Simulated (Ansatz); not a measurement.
Consider Si8N.

Input file:

```
crystal:
  lattice:
    - [-6.0341275546, 6.0341275546, 1.2670396702]
    - [6.0341275546, -6.0341275546, 1.2670396702]
    - [6.0341275546, 6.0341275546, -1.2670396702]
  atoms:
    - { symbol: Si, position: [0.0, 0.6358981298, 0.6358981298] }
    - { symbol: Si, position: [0.0, 0.3641018702, 0.3641018702] }
    - { symbol: Si, position: [0.3641018702, 0.0, 0.3641018702] }
    - { symbol: Si, position: [0.6358981298, 0.0, 0.6358981298] }
    - { symbol: Si, position: [0.0, 0.1527355088, 0.1527355088] }
    - { symbol: Si, position: [0.0, 0.8472644912, 0.8472644912] }
    - { symbol: Si, position: [0.8472644912, 0.0, 0.8472644912] }
    - { symbol: Si, position: [0.1527355088, 0.0, 0.1527355088] }
    - { symbol: "N", position: [0.0, 0.0, 0.0] }
basis:
  ecutwfc: 420
kpoints:
  mp_grid: { grid: [16, 16, 16] }
hamiltonian:
  xc: pbe
scf:
  occupations: { method: gaussian, width: 0.1 }
output:
  forces: true
  stress: true
  eigenvalues: true
  write_density: true
  write_potential: true
  elf: true
  volumetric_format: npy
relax:
  adjacent_minimum: "off"
  f_tol: 0.01
  max_steps: 80
  cell: { stress_tol: 0.05 }
```

Launched as:

```sh
ansatz run input.yaml --threads 1 --pin off --max-ram 2560MiB --backend cpu --events-out ev --progress --plain --runs-dir out
```

Below, planes, directions and counts refer to the conventional cell (a = 11.97 Å, b = 11.97 Å, c = 2.57 Å, α = 90.00°, β = 90.00°, γ = 90.00°).

The fields are those of the relaxed geometry.

Space group I4/mmm; a structure generated by program, which may or may not match a known phase; computed without spin polarisation.

Theory: DFT PBE, scalar-relativistic, plane waves, PAW (Ansatz).

Predict the valence pseudo-density and electron localisation function between the atoms.

Answer. Si–N (1.84 Å): ρ at the midpoint is about 0.82 e/Å³; the ELF peaks at about 0.80 between the atoms.
Si–Si (2.55 Å): ρ is about 0.39 e/Å³ halfway; the ELF peaks at about 0.90 between the atoms.
Si–Si (2.57 Å): ρ at the midpoint is about 0.34 e/Å³; the ELF peaks at about 0.70 between the atoms.

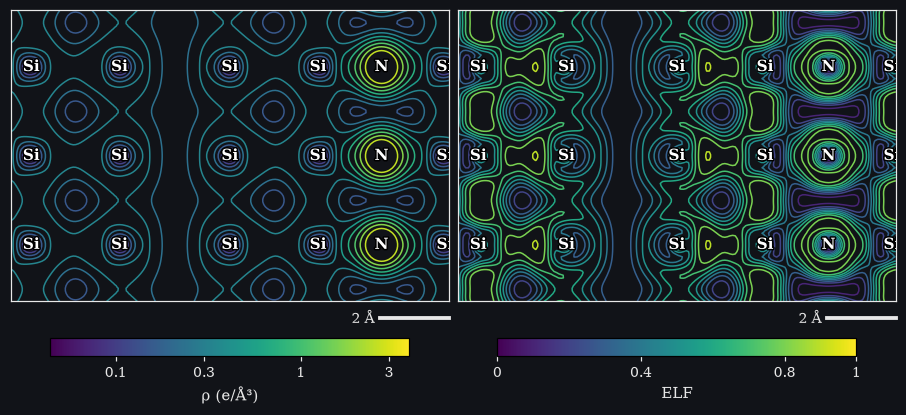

Computed valence pseudo-density and electron localisation function on the (010) plane of the conventional cell, in this order. 

Core electrons are frozen (PAW), and the valence fields are smoothed inside the atomic spheres.
